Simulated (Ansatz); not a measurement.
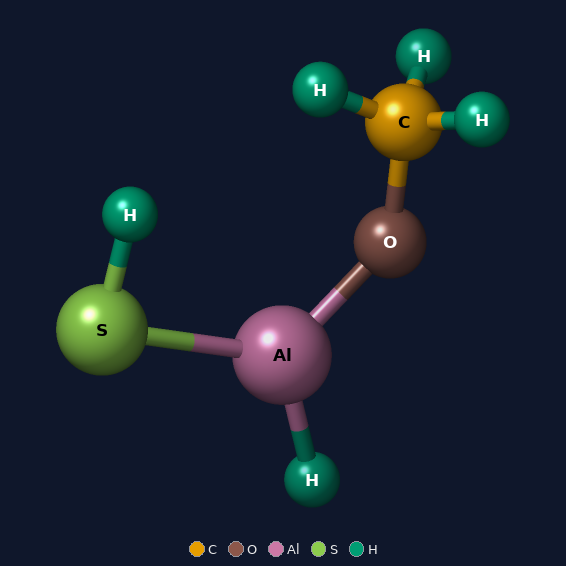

The picture shows a molecular structure as a ball-and-stick model. Every bond is drawn as one stick, whatever its order.

Computed geometry: PBE0-D4/def2-TZVP optimisation.

**Count the atoms of each element.**

CH5AlOS, 9 atoms: 1 carbon, 5 hydrogen, 1 aluminium, 1 oxygen and 1 sulfur.

**How many bonds of each kind are drawn?**

3 C–H, 1 C–O, 1 Al–O, 1 Al–S, 1 Al–H, 1 S–H.

**Give a SMILES string for it.**

C[O][AlH][SH]

More results for the same structure follow; atom numbers are the same in all pictures, views and colours differ.

## Shape

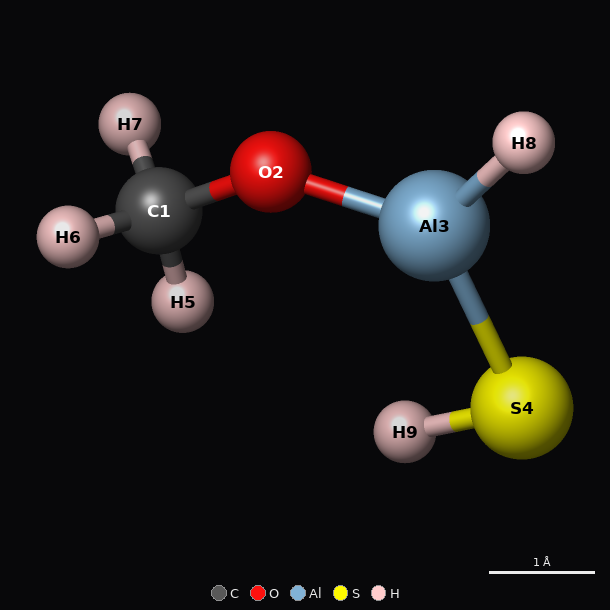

The atoms are numbered.

**What is the geometry at S4?**

S4 has 2 neighbours (Al3 at 2.19, H9 at 1.34 Å); the arrangement is bent.

**Describe the coordination of atom 2.**

O2 has 2 neighbours (C1 at 1.39, Al3 at 1.68 Å); the arrangement is bent.

**What is the geometry at Al3?**

Al3 has 3 neighbours (O2 at 1.68, S4 at 2.19, H8 at 1.57 Å); the arrangement is trigonal planar.

**How are the neighbours of atom 1 arranged?**

C1 has 4 neighbours (O2 at 1.39, H5 at 1.10, H6 at 1.09, H7 at 1.09 Å); the arrangement is tetrahedral.

**What is the dihedral angle C1–O2–Al3–S4?**

0° in size, that is syn (eclipsed).

## Levels of theory compared

Program: Ansatz 0.2.0.

Tabulate HOMO energy (eV), HOMO–LUMO gap (eV), dipole (D) at these levels: B3LYP-D4/def2-TZVPP; PBE-D4/def2-TZVPP; r2SCAN-D4/def2-TZVPP; ωB97M-V/def2-TZVPP.

```csv
level,HOMO energy (eV),HOMO–LUMO gap (eV),dipole (D)
B3LYP-D4/def2-TZVPP,−7.43,6.66,1.54
PBE-D4/def2-TZVPP,−6.45,5.12,1.55
r2SCAN-D4/def2-TZVPP,−6.75,5.76,1.61
ωB97M-V/def2-TZVPP,−9.90,10.93,1.54
```

## Vibrations

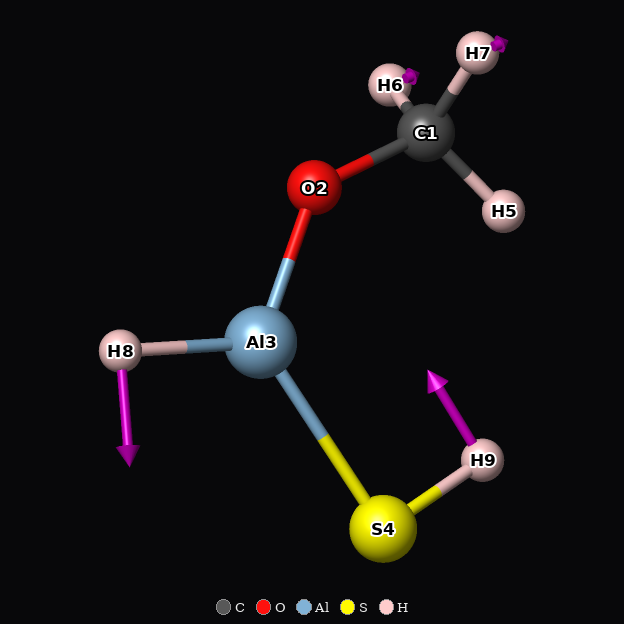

The arrows show one normal mode. Harmonic vibrations computed with RKS PBE0-D4/def2-TZVP (Ansatz 0.2.0) at a stationary point of the same level.

**Describe the motion.**

Mostly angle bending.

**At what wavenumber does it lie?**

663 cm⁻¹; it is mode 9 of 21 counted from the lowest.

## Charges

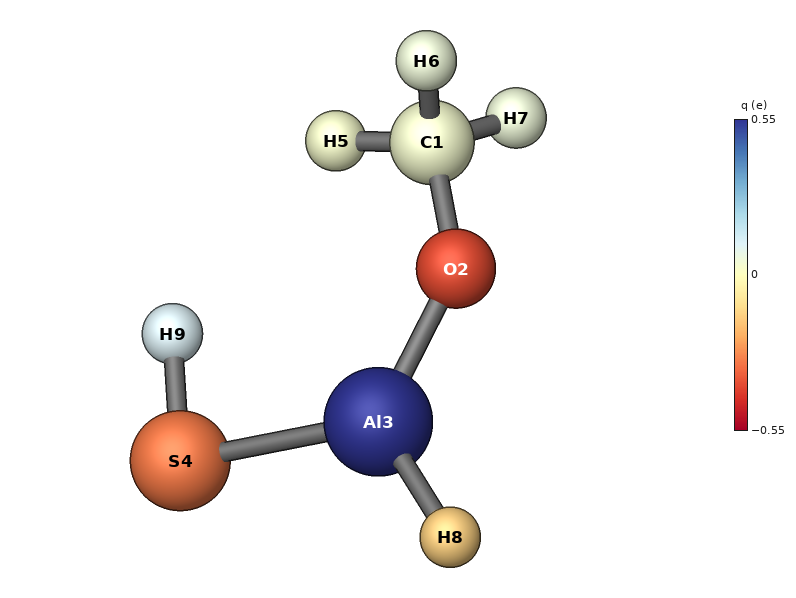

Atoms are coloured by their Mulliken charges. Level of theory: RKS r2SCAN-D4/def2-TZVPP (Ansatz 0.2.0).

Give the Mulliken charges atom by atom.

```csv
atom,value (e)
C1,0.03
O2,−0.39
Al3,0.55
S4,−0.30
H5,0.03
H6,0.06
H7,0.06
H8,−0.14
H9,0.11
```

Mulliken values depend strongly on the basis set and can even reverse the polarity of a bond.
